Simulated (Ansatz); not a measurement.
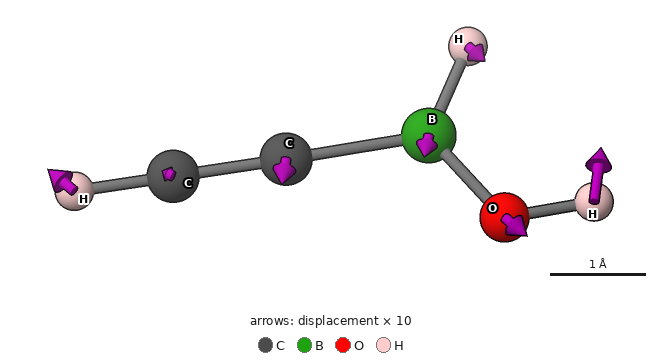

This is a relaxation of C$_{2}$H$_{3}$BO. The starting structure is drawn; purple arrows show the displacements, magnified 10 times. The two geometries are superimposed by the best rigid fit.

A ball-and-stick model, seen at a tilt.

Level of theory: RKS PBE0-D4/def2-TZVP in Ansatz. Settings: force threshold 0.005 eV/Å; at most 200 steps.

> Which element moves most?

Hydrogen: up to 0.070 Å, against 0.036 Å for oxygen.

> What happened in the run?

Over 5 geometry steps the energy falls by 0.57 kcal/mol. Largest force component: 0.55 eV/Å at the start, 0.0018 eV/Å at the end. An H atom moves most after the best rigid fit: 0.070 Å. By element the largest moves are H 0.070 Å, O 0.036 Å, C 0.033 Å, B 0.029 Å. Near-neighbour distances that change, for instance: B–O 1.335 → 1.351 Å, B–H 1.184 → 1.199 Å, C–H 1.052 → 1.066 Å. Among the angles between lasting bonds that change: B–O–H 117.4° → 112.7°, C–C–B 179.1° → 176.9°, O–B–H 122.8° → 120.8°. The run took 17 s on 2 threads of Arm Neoverse V1 (shared host).
